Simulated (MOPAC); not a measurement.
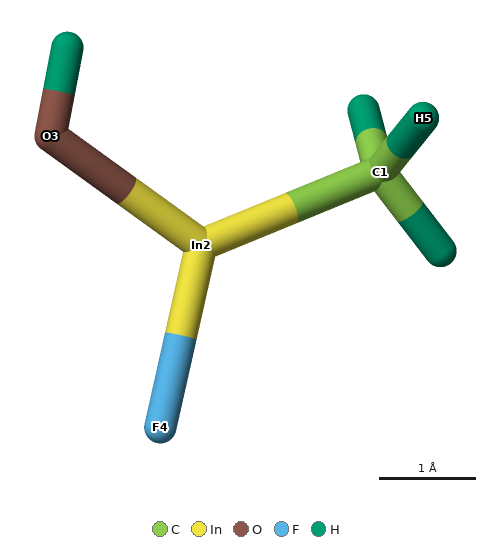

Figure 1. The structure as given in the input (stick view, seen at a tilt; atoms are numbered from 1 in the order of the input). Sticks mark near contacts.

Frequency calculation of CH4FInO (part 1 of 2)

System: CH4FInO, SMILES [CH3][In]([OH])[F].
Method: PM6-D3, closed shell, dispersion D3 (MOPAC 23.2.5).

The geometry was optimised with PM6-D3.

Log
```
MOPAC v23.2.5
PM6-D3 CALCULATION RESULTS

 *  PM6-D3     - CORRECT DISPERSION USING D3 METHOD
 *  FORCE      - FORCE CALCULATION SPECIFIED
 *  THREADS=1  - MULTI-THREADING NOT USED
 *  AUX        - OUTPUT AUXILIARY INFORMATION
 *  THERMO     - THERMODYNAMIC QUANTITIES TO BE CALCULATED
FORCE THERMO PM6-D3 THREADS=1 AUX(PRECISION=6)
 job CH4FInO

   ATOM   CHEMICAL          X               Y               Z
  NUMBER   SYMBOL      (ANGSTROMS)     (ANGSTROMS)     (ANGSTROMS)

     1       C         -1.18997300  *   0.57842600  *   0.01774900  *
     2      In          0.59102800  *  -0.52652300  *  -0.36152800  *
     3       O          2.26768200  *  -0.47983700  *   0.81092400  *
     4       F          0.83454800  *  -1.73082700  *  -1.89588000  *
     5       H         -0.95721000  *   1.63785200  *  -0.00145800  *
     6       H         -1.91742200  *   0.34366900  *  -0.75380900  *
     7       H         -1.57764100  *   0.29848700  *   0.99146700  *
     8       H          2.18185700  *   0.09128700  *   1.55471900  *

          CARTESIAN COORDINATES

    NO.       ATOM           X           Y           Z

     1         C         -1.1900      0.5784      0.0177
     2        In          0.5910     -0.5265     -0.3615
     3         O          2.2677     -0.4798      0.8109
     4         F          0.8345     -1.7308     -1.8959
     5         H         -0.9572      1.6379     -0.0015
     6         H         -1.9174      0.3437     -0.7538
     7         H         -1.5776      0.2985      0.9915
     8         H          2.1819      0.0913      1.5547

           Empirical Formula: C H4 O In F  =     8 atoms

      MOLECULAR POINT GROUP   :   Cs

      RHF CALCULATION, NO. OF DOUBLY OCCUPIED LEVELS = 12

          HEAT OF FORMATION =     -96.910645 KCALS/MOLE

          CARTESIAN COORDINATE DERIVATIVES

   NUMBER  ATOM         X            Y            Z

     1       C     -0.001719    -0.001501     0.007039
     2      In     -0.006565    -0.037750    -0.004113
     3       O      0.007477     0.005061     0.007687
     4       F     -0.008395     0.015925    -0.002403
     5       H      0.007045    -0.003918    -0.006970
     6       H      0.008001     0.022256     0.003319
     7       H     -0.000303    -0.008704     0.001203
     8       H     -0.005542     0.008631    -0.005764

 DIPOLE           X         Y         Z       TOTAL
 POINT-CHG.    -5.224     0.960    -0.003     5.311
 HYBRID         0.780     0.315    -0.001     0.841
 SUM           -4.444     1.275    -0.003     4.623

          GRADIENT NORM =   0.05394

          MOLECULAR WEIGHT =  165.86

          ROTATIONAL CONSTANTS IN CM(-1)

          A =    0.16085494   B =    0.14070820   C =    0.07613553

           PRINCIPAL MOMENTS OF INERTIA IN UNITS OF 10**(-40)*GRAM-CM**2

          A =      174.0248   B =      198.9419   C =      367.6700

          ORIENTATION OF MOLECULE IN FORCE CALCULATION

    NO.       ATOM         X         Y         Z

     1          C      -2.1735    0.0094    0.0000
     2         In      -0.0435    0.0094    0.0000
     3          O       1.1254    1.6892    0.0000
     4          F       1.0581   -1.6186   -0.0002
     5          H      -2.5250    0.5024   -0.9001
     6          H      -2.5226   -1.0188    0.0211
     7          H      -2.5258    0.5395    0.8785
     8          H       0.6249    2.4868   -0.0017

    FIRST DERIVATIVES WILL BE USED IN THE CALCULATION OF SECOND DERIVATIVES

          ESTIMATED TIME TO COMPLETE CALCULATION =        0.38 SECONDS

    FOR POINT-GROUP Cs   THERE ARE   2 UNIQUE SYMMETRY FUNCTIONS.

 STEP:   1 TIME =     0.01 SECS, INTEGRAL =      0.01 TIME LEFT: 172799.98
 STEP:   2 TIME =     0.00 SECS, INTEGRAL =      0.01 TIME LEFT: 172799.98
 STEP:   3 TIME =     0.00 SECS, INTEGRAL =      0.01 TIME LEFT: 172799.98
 STEP:   4 TIME =     0.01 SECS, INTEGRAL =      0.02 TIME LEFT: 172799.98
 STEP:   5 TIME =     0.00 SECS, INTEGRAL =      0.02 TIME LEFT: 172799.98
 STEP:   6 TIME =     0.01 SECS, INTEGRAL =      0.02 TIME LEFT: 172799.97
 STEP:   7 TIME =     0.00 SECS, INTEGRAL =      0.02 TIME LEFT: 172799.97
 STEP:   8 TIME =     0.01 SECS, INTEGRAL =      0.03 TIME LEFT: 172799.96
 STEP:   9 TIME =     0.00 SECS, INTEGRAL =      0.03 TIME LEFT: 172799.96
 STEP:  10 TIME =     0.00 SECS, INTEGRAL =      0.03 TIME LEFT: 172799.96
 STEP:  11 TIME =     0.01 SECS, INTEGRAL =      0.04 TIME LEFT: 172799.95
 STEP:  12 TIME =     0.00 SECS, INTEGRAL =      0.04 TIME LEFT: 172799.95
 STEP:  13 TIME =     0.01 SECS, INTEGRAL =      0.05 TIME LEFT: 172799.95
 STEP:  14 TIME =     0.00 SECS, INTEGRAL =      0.05 TIME LEFT: 172799.95
 STEP:  15 TIME =     0.00 SECS, INTEGRAL =      0.05 TIME LEFT: 172799.95
 STEP:  16 TIME =     0.01 SECS, INTEGRAL =      0.05 TIME LEFT: 172799.94
 STEP:  17 TIME =     0.00 SECS, INTEGRAL =      0.05 TIME LEFT: 172799.94
 STEP:  18 TIME =     0.00 SECS, INTEGRAL =      0.05 TIME LEFT: 172799.94
 STEP:  19                       INTEGRAL =      0.05 TIME LEFT: 172799.94
 STEP:  20                       INTEGRAL =      0.05 TIME LEFT: 172799.94
 STEP:  21                       INTEGRAL =      0.05 TIME LEFT: 172799.94
 STEP:  22 TIME =     0.01 SECS, INTEGRAL =      0.06 TIME LEFT: 172799.93
 STEP:  23 TIME =     0.00 SECS, INTEGRAL =      0.06 TIME LEFT: 172799.93
 STEP:  24 TIME =     0.00 SECS, INTEGRAL =      0.06 TIME LEFT: 172799.93

(To convert to Hartree/Bohr^2, multiply by (10^(-21) x N x a0^2)/(4.184 x 627.51) =  0.0642)

           FORCE MATRIX IN MILLIDYNES/ANGSTROM

                  C  1      In  2       O  3       F  4       H  5       H  6
 ------------------------------------------------------------------------------
     C    1   9.481175
    In    2   2.196745   9.411469
     O    3   0.106728   3.992717   5.834163
     F    4   0.106607   4.912932   0.111278   4.926082
     H    5   3.646421   0.416278   0.025004   0.022031   4.228782
     H    6   3.646861   0.417555   0.015239   0.015521   0.446419   4.225698
     H    7   3.647031   0.415307   0.024918   0.021121   0.449096   0.446539
     H    8   0.029917   0.580112   3.170660   0.031393   0.010862   0.008995

                  H  7       H  8
 ------------------------------
     H    7   4.228782
     H    8   0.011051   3.462899

          HEAT OF FORMATION =     -96.910645 KCALS/MOLE

          ZERO POINT ENERGY      28.096 KCAL/MOL

           NORMAL COORDINATE ANALYSIS (Total motion = 1 Angstrom)

   Root No.       1         2         3         4         5         6         7         8

                 1 A"      1 A'      2 A'      2 A"      3 A"      3 A'      4 A'      5 A'

                 114.3     118.3     141.8     145.3     235.1     604.9     698.0     722.7

           1   -0.0000   -0.0024   -0.0516   -0.0000   -0.0000    0.2260    0.1094   -0.0510
           2    0.0003    0.1433   -0.0084    0.0000    0.0000    0.0002   -0.0079   -0.0228
           3    0.0455   -0.0001   -0.0000    0.0568   -0.0116    0.0000    0.0000    0.0001
           4   -0.0000   -0.0011   -0.0458   -0.0000    0.0000   -0.0182   -0.0481    0.0257
           5   -0.0001   -0.0262   -0.0002   -0.0000    0.0000   -0.0001   -0.0228   -0.0533
           6   -0.0191    0.0001    0.0000   -0.0253    0.0022    0.0000    0.0000    0.0000
           7   -0.0002   -0.0688    0.1676   -0.0000    0.0000   -0.0403    0.1900    0.0745
           8    0.0001    0.0205   -0.1526    0.0000   -0.0000   -0.0564    0.2474    0.0893
           9    0.0546   -0.0003   -0.0000    0.0412   -0.0660   -0.0000   -0.0000   -0.0001
          10    0.0002    0.0720    0.1599    0.0000   -0.0000   -0.0312    0.0536   -0.1726
          11    0.0001    0.0222    0.1401    0.0000   -0.0000    0.0495   -0.0739    0.2550
          12    0.0276   -0.0002   -0.0000    0.0654    0.0086   -0.0000   -0.0000   -0.0000
          13   -0.0265    0.0479   -0.0513   -0.0674    0.0218    0.2055    0.1203    0.0435
          14   -0.2214    0.1809   -0.0082    0.2017   -0.0092   -0.0012    0.0128    0.0407
          15   -0.0691   -0.0011   -0.0005    0.1992   -0.0270   -0.0026   -0.0018   -0.0013
          16   -0.0002   -0.1058   -0.0432   -0.0000   -0.0000    0.1823    0.0244   -0.2080
          17    0.0004    0.1799   -0.0114    0.0000    0.0000    0.0062    0.0160    0.0406
          18    0.3129   -0.0012    0.0001   -0.1529   -0.0098    0.0000    0.0000    0.0001
          19    0.0267    0.0477   -0.0513    0.0674   -0.0218    0.2056    0.1204    0.0436
          20    0.2222    0.1792   -0.0080   -0.2017    0.0092   -0.0012    0.0128    0.0408
          21   -0.0691    0.0017    0.0003    0.1992   -0.0270    0.0026    0.0019    0.0016
          22   -0.0002   -0.1020    0.3058   -0.0000    0.0000    0.0164   -0.1168   -0.1293
          23   -0.0000   -0.0019   -0.0717   -0.0000   -0.0000   -0.0302    0.1132   -0.0070
          24    0.0726   -0.0004   -0.0001    0.0756    0.8301   -0.0000   -0.0000   -0.0000

   Root No.       9        10        11        12        13        14        15        16

                 4 A"      6 A'      7 A'      8 A'      9 A'      5 A"     10 A'      6 A"

                 762.3     796.6     927.8    1220.7    1255.8    1255.8    2467.9    2699.3

           1   -0.0000    0.0036   -0.0012   -0.0624   -0.0141    0.0014   -0.0006    0.0000
           2   -0.0002    0.0571    0.0055    0.0128   -0.0444    0.0044    0.0007    0.0001
           3   -0.0642   -0.0003   -0.0000    0.0000   -0.0043   -0.0451   -0.0000   -0.0581
           4   -0.0000    0.0001   -0.0002   -0.0008   -0.0004    0.0000    0.0004    0.0000
           5    0.0000   -0.0061   -0.0099   -0.0001    0.0001   -0.0000   -0.0004    0.0000
           6    0.0052   -0.0000   -0.0000   -0.0000   -0.0000   -0.0002   -0.0000   -0.0001
           7   -0.0001    0.0065   -0.0384    0.0004    0.0002    0.0000    0.0205    0.0000
           8    0.0001    0.0069    0.0383    0.0003   -0.0003    0.0000   -0.0507   -0.0000
           9   -0.0043    0.0001   -0.0000   -0.0001    0.0000    0.0001   -0.0000   -0.0002
          10    0.0001   -0.0052   -0.0066    0.0000   -0.0001   -0.0000   -0.0000   -0.0000
          11    0.0001    0.0110    0.0047   -0.0002   -0.0001   -0.0000    0.0003   -0.0000
          12   -0.0045    0.0001    0.0000    0.0001    0.0001    0.0003    0.0000    0.0001
          13   -0.3826   -0.2074   -0.0140    0.2914    0.0190    0.1183    0.0022    0.1568
          14   -0.0157   -0.0927   -0.0019   -0.0246    0.3325    0.1909   -0.0026   -0.2230
          15    0.0981    0.0080    0.0018   -0.1450    0.1864    0.0397    0.0069    0.3665
          16   -0.0001    0.4012    0.0502    0.2573    0.1989   -0.0195    0.0035   -0.0000
          17   -0.0001   -0.0965   -0.0126   -0.0922   -0.0899    0.0089    0.0037    0.0001
          18    0.1203   -0.0002    0.0000    0.0001    0.0410    0.4356   -0.0000   -0.0274
          19    0.3828   -0.2073   -0.0140    0.2914   -0.0035   -0.1198    0.0022   -0.1568
          20    0.0155   -0.0926   -0.0019   -0.0245    0.2908   -0.2519   -0.0026    0.2232
          21    0.0981   -0.0084   -0.0018    0.1450   -0.1758    0.0752   -0.0069    0.3666
          22   -0.0001   -0.0445    0.7488   -0.0077   -0.0073    0.0008   -0.3760    0.0001
          23    0.0000   -0.0176    0.3846   -0.0039   -0.0048    0.0005    0.8430   -0.0000
          24    0.0108    0.0001   -0.0000   -0.0002   -0.0000    0.0002   -0.0000    0.0004

   Root No.      17        18

                11 A'     12 A'

                2705.0    2781.8

           1    0.0013   -0.0221
           2   -0.0507   -0.0025
           3   -0.0001   -0.0000
           4    0.0000   -0.0003
           5   -0.0001   -0.0000
           6   -0.0000    0.0000
           7    0.0002   -0.0001
           8   -0.0002    0.0005
           9    0.0000    0.0003
          10   -0.0001    0.0002
          11   -0.0001   -0.0000
          12    0.0001   -0.0003
          13   -0.0843    0.0948
          14    0.0958   -0.1471
          15   -0.2142    0.2595
          16    0.1529    0.1046
          17    0.4215    0.3277
          18   -0.0001   -0.0002
          19   -0.0843    0.0948
          20    0.0958   -0.1474
          21    0.2139   -0.2593
          22   -0.0010    0.0024
          23    0.0019   -0.0061
          24    0.0000    0.0005

           MASS-WEIGHTED COORDINATE ANALYSIS (NORMAL COORDINATES)

   Root No.       1         2         3         4         5         6         7         8

                 1 A"      1 A'      2 A'      2 A"      3 A"      3 A'      4 A'      5 A'

                 114.3     118.3     141.8     145.3     235.1     604.9     698.0     722.7

           1   -0.0000   -0.0106   -0.1246   -0.0000   -0.0000    0.8196    0.2533   -0.1112
           2    0.0019    0.6206   -0.0202    0.0000    0.0000    0.0008   -0.0183   -0.0498
           3    0.2693   -0.0006   -0.0000    0.3035   -0.0456    0.0000    0.0001    0.0002
           4   -0.0001   -0.0144   -0.3419   -0.0001    0.0000   -0.2042   -0.3442    0.1733
           5   -0.0011   -0.3513   -0.0013   -0.0001    0.0000   -0.0014   -0.1630   -0.3590
           6   -0.3496    0.0012    0.0001   -0.4181    0.0274    0.0000    0.0000    0.0000
           7   -0.0011   -0.3439    0.4669   -0.0001    0.0000   -0.1688    0.5076    0.1876
           8    0.0003    0.1022   -0.4251    0.0000   -0.0000   -0.2359    0.6609    0.2247
           9    0.3727   -0.0014   -0.0001    0.2540   -0.3006   -0.0000   -0.0001   -0.0001
          10    0.0013    0.3919    0.4855    0.0003   -0.0000   -0.1423    0.1561   -0.4734
          11    0.0004    0.1210    0.4253    0.0002   -0.0000    0.2256   -0.2152    0.6993
          12    0.2057   -0.0009   -0.0001    0.4390    0.0427   -0.0000   -0.0001   -0.0001
          13   -0.0454    0.0601   -0.0358   -0.1042    0.0249    0.2159    0.0806    0.0275
          14   -0.3795    0.2269   -0.0057    0.3120   -0.0105   -0.0012    0.0086    0.0257
          15   -0.1183   -0.0014   -0.0003    0.3082   -0.0308   -0.0027   -0.0012   -0.0009
          16   -0.0004   -0.1328   -0.0302   -0.0000   -0.0000    0.1915    0.0163   -0.1314
          17    0.0007    0.2256   -0.0080    0.0000    0.0000    0.0065    0.0107    0.0256
          18    0.5361   -0.0015    0.0000   -0.2365   -0.0112    0.0000    0.0000    0.0001
          19    0.0458    0.0598   -0.0359    0.1042   -0.0249    0.2159    0.0807    0.0276
          20    0.3808    0.2248   -0.0056   -0.3119    0.0105   -0.0012    0.0086    0.0257
          21   -0.1183    0.0022    0.0002    0.3082   -0.0308    0.0028    0.0013    0.0010
          22   -0.0004   -0.1279    0.2139   -0.0000    0.0000    0.0173   -0.0783   -0.0817
          23   -0.0000   -0.0023   -0.0501   -0.0000   -0.0000   -0.0317    0.0759   -0.0044
          24    0.1244   -0.0004   -0.0000    0.1169    0.9495   -0.0000   -0.0000   -0.0000

   Root No.       9        10        11        12        13        14        15        16

                 4 A"      6 A'      7 A'      8 A'      9 A'      5 A"     10 A'      6 A"

                 762.3     796.6     927.8    1220.7    1255.8    1255.8    2467.9    2699.3

           1   -0.0000    0.0218   -0.0046   -0.3714   -0.0838    0.0080   -0.0020    0.0000
           2   -0.0009    0.3464    0.0218    0.0762   -0.2641    0.0256    0.0025    0.0003
           3   -0.3597   -0.0016   -0.0000    0.0001   -0.0257   -0.2630   -0.0000   -0.2963
           4   -0.0000    0.0016   -0.0025   -0.0154   -0.0065    0.0006    0.0050    0.0000
           5    0.0000   -0.1151   -0.1207   -0.0014    0.0012   -0.0001   -0.0049    0.0000
           6    0.0897   -0.0001   -0.0000   -0.0000   -0.0003   -0.0033   -0.0000   -0.0015
           7   -0.0007    0.0454   -0.1742    0.0027    0.0011    0.0001    0.0860    0.0003
           8    0.0004    0.0485    0.1739    0.0019   -0.0020    0.0000   -0.2130   -0.0002
           9   -0.0275    0.0009   -0.0001   -0.0008    0.0001    0.0009   -0.0001   -0.0013
          10    0.0008   -0.0395   -0.0325    0.0001   -0.0005   -0.0002   -0.0002   -0.0003
          11    0.0004    0.0843    0.0234   -0.0012   -0.0011   -0.0001    0.0012   -0.0002
          12   -0.0316    0.0008    0.0001    0.0007    0.0007    0.0021    0.0001    0.0004
          13   -0.6206   -0.3647   -0.0159    0.5025    0.0328    0.1999    0.0024    0.2316
          14   -0.0255   -0.1630   -0.0022   -0.0425    0.5731    0.3226   -0.0028   -0.3294
          15    0.1591    0.0140    0.0021   -0.2500    0.3213    0.0671    0.0073    0.5413
          16   -0.0002    0.7056    0.0572    0.4437    0.3428   -0.0330    0.0036   -0.0000
          17   -0.0002   -0.1697   -0.0144   -0.1591   -0.1550    0.0150    0.0039    0.0001
          18    0.1950   -0.0004    0.0000    0.0001    0.0706    0.7361   -0.0000   -0.0404
          19    0.6208   -0.3646   -0.0159    0.5025   -0.0059   -0.2025    0.0023   -0.2316
          20    0.0251   -0.1629   -0.0021   -0.0423    0.5013   -0.4256   -0.0027    0.3296
          21    0.1591   -0.0148   -0.0021    0.2500   -0.3029    0.1271   -0.0073    0.5414
          22   -0.0002   -0.0783    0.8526   -0.0132   -0.0126    0.0013   -0.3964    0.0001
          23    0.0001   -0.0309    0.4379   -0.0067   -0.0082    0.0008    0.8888   -0.0000
          24    0.0175    0.0001   -0.0000   -0.0003   -0.0000    0.0004   -0.0000    0.0006

   Root No.      17        18

                11 A'     12 A'

                2705.0    2781.8

           1    0.0073   -0.1346
           2   -0.2932   -0.0152
           3   -0.0005   -0.0000
           4    0.0002   -0.0060
           5   -0.0011   -0.0008
           6   -0.0000    0.0000
           7    0.0011   -0.0007
           8   -0.0013    0.0034
           9    0.0002    0.0023
          10   -0.0009    0.0016
          11   -0.0004   -0.0001
          12    0.0005   -0.0024
          13   -0.1413    0.1675
          14    0.1607   -0.2600
          15   -0.3590    0.4587
          16    0.2563    0.1848
          17    0.7066    0.5791
          18   -0.0002   -0.0004
          19   -0.1413    0.1675
          20    0.1606   -0.2606
          21    0.3585   -0.4583
          22   -0.0018    0.0043
          23    0.0031   -0.0107
          24    0.0000    0.0008

          DESCRIPTION OF VIBRATIONS

 VIBRATION          1    1A"         ATOM PAIR     ENERGY CONTRIBUTION    RADIAL
 FREQUENCY           114.26         C 1 -- H 6         +33.5% (432.3%)      0.1%
 TRANSITION DIPOLE   0.2720         C 1 -- H 5         +28.2% (396.7%)      8.9%
 TRAVEL (Ang.)       0.5114         C 1 -- H 7         +28.2% (396.7%)      7.0%
 REDUCED MASS        2.2563         C 1 -- In2          +8.9% (222.6%)      0.0%
 EFFECTIVE MASS     58.6149
 FORCE CONSTANT      0.0174

 VIBRATION          2    1A'         ATOM PAIR     ENERGY CONTRIBUTION    RADIAL
 FREQUENCY           118.30         C 1 -- In2         +29.2% (494.3%)      0.0%
 TRANSITION DIPOLE   0.4816         C 1 -- H 5         +23.1% (439.7%)     25.3%
 TRAVEL (Ang.)       0.3619         C 1 -- H 7         +23.1% (439.6%)     28.3%
 REDUCED MASS        4.3520         C 1 -- H 6         +17.3% (381.1%)     99.9%
 EFFECTIVE MASS    231.9930
 FORCE CONSTANT      0.0359

 VIBRATION          3    2A'         ATOM PAIR     ENERGY CONTRIBUTION    RADIAL
 FREQUENCY           141.81         In2 -- H 8         +41.0% (261.5%)      3.1%
 TRANSITION DIPOLE   1.0549         In2 -- O 3         +40.5% (260.0%)      1.6%
 TRAVEL (Ang.)       0.2532         In2 -- F 4          +4.6% ( 87.8%)      1.4%
 REDUCED MASS        7.4154         C 1 -- In2          +3.8% ( 79.7%)     99.3%
 EFFECTIVE MASS    107.0206
 FORCE CONSTANT      0.0879
```
